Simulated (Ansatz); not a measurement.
The figure comes from a scan of MgS (rock salt): a phonon pattern at L = (0.5, 0.0, 0.0) is frozen into a 4-atom cell, Q being the largest atomic displacement. Calculation: r2SCAN (plane waves to 500 eV, PAW, scalar-relativistic; Ansatz, a first-principles code). k mesh 11×11×11 (Γ-centred), Fermi-Dirac smearing 0.05 eV. MgS was relaxed with its symmetry unable to fall. 

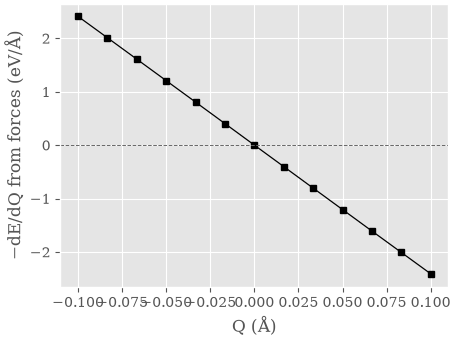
Figure: −dE/dQ from forces (eV/Å) against Q (Å); one marker a computed point.

Task: Read the plotted values off the figure, to the accuracy that the plot allows.

Result: To the nearest 0.1:

| Q (Å) | −dE/dQ from forces (eV/Å) |
|---|---|
| -0.100 | 2.4 |
| -0.083 | 2.0 |
| -0.067 | 1.6 |
| -0.050 | 1.2 |
| -0.033 | 0.8 |
| -0.017 | 0.4 |
| 0.000 | 0.0 |
| 0.017 | -0.4 |
| 0.033 | -0.8 |
| 0.050 | -1.2 |
| 0.067 | -1.6 |
| 0.083 | -2.0 |
| 0.100 | -2.4 |

(For displaced atoms, the force is minus the slope of the energy, and its curvature is a force constant, which sets phonon frequencies.)
